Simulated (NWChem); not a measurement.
# A workflow on the pair N2O···CH2O

Wanted: the energy (singlet CH2N2O2, MP2/6-31G*), then the energy (singlet N2O, MP2/6-31G*), then the energy (singlet CH2O, MP2/6-31G*), then the energy (singlet N2O, MP2/6-31G*), then the energy (singlet CH2O, MP2/6-31G*) of CH2N2O2 and its partners. 

Program for the calculation: NWChem 7.3.0.

### 1 The molecule

CH2N2O2 has 7 atoms, charge 0, and is taken as a singlet. The two molecules were placed rigidly side by side, at 0.8 times their contact distance; the pair isn't optimised.

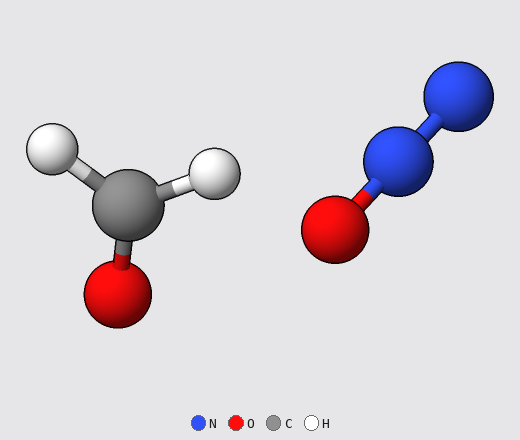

The structure, seen from a chosen angle (nitrogen blue, oxygen red, carbon grey, hydrogen white).

### 2 A single-point energy at MP2/6-31G(d) (spherical functions) (run 1)

File ch2n2o2.nw:

```
START ch2n2o2
TITLE "CH2N2O2 mp2"
memory total 2200 mb

GEOMETRY units bohr noautosym nocenter noautoz
   N  -0.96697286  1.89218277 -0.31728502
   N  -0.01587370  0.03118048 -0.00529123
   O   0.98284656 -1.92336325  0.32257625
   C   4.39620216 -3.44051097  3.72087074
   O   3.02278701 -5.22278727  3.52110779
   H   4.67178093 -2.06976033  2.16056167
   H   5.47181538 -3.05816268  5.47788140
END

BASIS spherical bse
   N library 6-31G*
   O library 6-31G*
   C library 6-31G*
   H library 6-31G*
END

SCF
   thresh 1e-08
   maxiter 80
   noprint "final vectors analysis"
END

MP2
   freeze core 5
   tight
END

TASK mp2
```

The run is started by

```bash
$ nwchem ch2n2o2.nw > ch2n2o2.out
```

The log of the run:

```text
[...]
  functions       =    74
[...]
  wavefunction    = RHF
[...]
         Total SCF energy =   -297.534117706590
      One-electron energy =   -697.957158396997
      Two-electron energy =    253.215429453105
 Nuclear repulsion energy =    147.207611237302
        Time for solution =      7.5s
[...]
          Total MP2 energy          -298.348828887822
[...]
```

Wall time 9.3 s (1 thread of Intel Xeon Platinum 8375C at 2.90GHz (Ice Lake), shared host); peak memory 0.18 GiB.

### 3 N2O: the energy at MP2/6-31G(d) (spherical functions) (run 2)

File n2o.nw:

```
start n2o
title "N2O"
memory total 2200 mb

geometry units angstrom noautosym nocenter noautoz
  N    -0.511700    1.001300   -0.167900
  N    -0.008400    0.016500   -0.002800
  O     0.520100   -1.017800    0.170700
end

basis spherical bse
  * library 6-31G*
end

scf
  thresh 1e-08
  maxiter 80
  noprint "final vectors analysis"
end

mp2
  freeze core 3
  tight
end

task mp2 energy
```

The run is started by

```bash
$ nwchem n2o.nw > n2o.out
```

The log of the run:

```text
[...]
  functions       =    42
[...]
  wavefunction    = RHF
[...]
         Total SCF energy =   -183.677236173829
      One-electron energy =   -371.423953133180
      Two-electron energy =    126.398850785797
 Nuclear repulsion energy =     61.347866173554
        Time for solution =      1.5s
[...]
          Total MP2 energy          -184.190183898435
[...]
```

It took 2.4 s on 1 thread of Intel Xeon Platinum 8375C at 2.90GHz (Ice Lake), shared host; peak memory 0.1 GiB.

### 4 CH2O: the energy at MP2/6-31G(d) (spherical functions) (run 3)

File job.nw:

```
start job
title "CH2O energy"
memory 2200 mb
charge 0
geometry units angstrom noautosym nocenter noautoz
  C     2.326370   -1.820640    1.969000
  O     1.599590   -2.763780    1.863290
  H     2.472200   -1.095270    1.143320
  H     2.895560   -1.618310    2.898770
end
basis spherical bse
  C library 6-31G*
  O library 6-31G*
  H library 6-31G*
end
scf
  thresh 1e-08
  maxiter 80
  noprint "final vectors analysis"
end
mp2
  freeze core 2
  tight
end
task mp2 energy
```

The run is started by

```bash
$ nwchem job.nw > job.out
```

The log of the run:

```text
[...]
  functions       =    32
[...]
  wavefunction    = RHF
[...]
         Total SCF energy =   -113.865026207613
      One-electron energy =   -217.627661933185
      Two-electron energy =     72.304540859814
 Nuclear repulsion energy =     31.458094865758
        Time for solution =      0.7s
[...]
          Total MP2 energy          -114.162477730766
[...]
```

Wall time 1.5 s (1 thread of Intel Xeon Platinum 8375C at 2.90GHz (Ice Lake), shared host); peak memory 0.1 GiB.

### 5 N2O among ghost functions: a single-point energy at MP2/6-31G(d) (spherical functions, with ghost functions) (run 4)

File calc.nw:

```
start calc
title "N2O energy"
memory total 2200 mb

geometry units angstrom noautosym nocenter noautoz
 N       -0.511700       1.001300      -0.167900
 N       -0.008400       0.016500      -0.002800
 O        0.520100      -1.017800       0.170700
 bqC      2.326370    -1.820640     1.969000
 bqO      1.599590    -2.763780     1.863290
 bqH      2.472200    -1.095270     1.143320
 bqH      2.895560    -1.618310     2.898770
end

basis "ao basis" spherical bse
 N library 6-31G*
 O library 6-31G*
 bqC library C 6-31G*
 bqO library O 6-31G*
 bqH library H 6-31G*
end

scf
 thresh 1e-08
 maxiter 80
 print low
end

mp2
 freeze core 3
 tight
end

task mp2 energy
```

The run is started by

```bash
$ nwchem calc.nw > calc.out
```

The log of the run:

```text
[...]
  functions       =    74
[...]
  wavefunction    = RHF
[...]
         Total SCF energy =   -183.678002783175
      One-electron energy =   -371.400698536128
      Two-electron energy =    126.374829579399
 Nuclear repulsion energy =     61.347866173554
        Time for solution =      6.0s
[...]
          Total MP2 energy          -184.191770650103
[...]
```

Run time: 7.8 s. Hardware: 1 thread of Intel Xeon Platinum 8375C at 2.90GHz (Ice Lake), shared host; peak memory 0.15 GiB.

### 6 CH2O among ghost functions: a single-point energy at MP2/6-31G(d) (spherical functions, with ghost functions) (run 5)

File job.nw:

```
start job
memory total 2200 mb

geometry units atomic noautosym nocenter noautoz
C   4.39620216 -3.44051097  3.72087074
O   3.02278701 -5.22278727  3.52110779
H   4.67178093 -2.06976033  2.16056167
H   5.47181538 -3.05816268  5.47788140
bqN     -0.966973     1.892183    -0.317285
bqN     -0.015874     0.031180    -0.005291
bqO      0.982847    -1.923363     0.322576
end

basis spherical bse
C library 6-31G*
O library 6-31G*
H library 6-31G*
bqN library N 6-31G*
bqO library O 6-31G*
end

scf
thresh 1e-08
maxiter 80
print low
end

mp2
freeze core 2
tight
end

task mp2 energy
```

The run is started by

```bash
$ nwchem job.nw > job.out
```

The log of the run:

```text
[...]
  functions       =    74
[...]
  wavefunction    = RHF
[...]
         Total SCF energy =   -113.865878184077
      One-electron energy =   -217.618898158725
      Two-electron energy =     72.294927400466
 Nuclear repulsion energy =     31.458092574182
        Time for solution =      5.0s
[...]
          Total MP2 energy          -114.163906342630
[...]
```

Wall time 6.9 s (1 thread of Intel Xeon Platinum 8375C at 2.90GHz (Ice Lake), shared host); peak memory 0.14 GiB.

### 7 Outcome

```
                                                                                                               quantity          value
                                                                                        run 1, MP2/6-31G*: total energy  -298.34883 Eh
                                                         run 1, MP2/6-31G*: correlation energy (5 core orbitals frozen)     -814.7 mEh
                                                                                                      N2O: total energy  -184.19018 Eh
                                                                       N2O: correlation energy (3 core orbitals frozen)     -512.9 mEh
                                                                                                     CH2O: total energy  -114.16248 Eh
                                                                      CH2O: correlation energy (2 core orbitals frozen)     -297.5 mEh
                                                                                N2O among ghost functions: total energy  -184.19177 Eh
                                                 N2O among ghost functions: correlation energy (3 core orbitals frozen)     -513.8 mEh
                                                                               CH2O among ghost functions: total energy  -114.16391 Eh
                                                CH2O among ghost functions: correlation energy (2 core orbitals frozen)     -298.0 mEh
              interaction energy of the rigid parts N2O and CH2O (parts in their own basis; closest atoms 2.18 Å apart)       0.104 eV
interaction energy of the rigid parts N2O and CH2O (parts in the whole basis, counterpoise; closest atoms 2.18 Å apart)       0.186 eV
```

**Reading.** The interaction energy of the rigid parts N2O and CH2O (parts in their own basis; closest atoms 2.18 Å apart) is 0.10 eV (10.1 kJ/mol): the parts repel at this shape. Without counterpoise this holds the superposition error of the basis. The interaction energy of the rigid parts N2O and CH2O (parts in the whole basis, counterpoise; closest atoms 2.18 Å apart) is 0.19 eV (18.0 kJ/mol): the parts repel at this shape. The basis-set superposition error is 7.9 kJ/mol. Mulliken charges (N2O) run from -0.59 on O3 to +0.65 on N2; they depend strongly on the basis. Mulliken charges (CH2O) run from -0.44 on O2 to +0.15 on C1; they depend strongly on the basis.
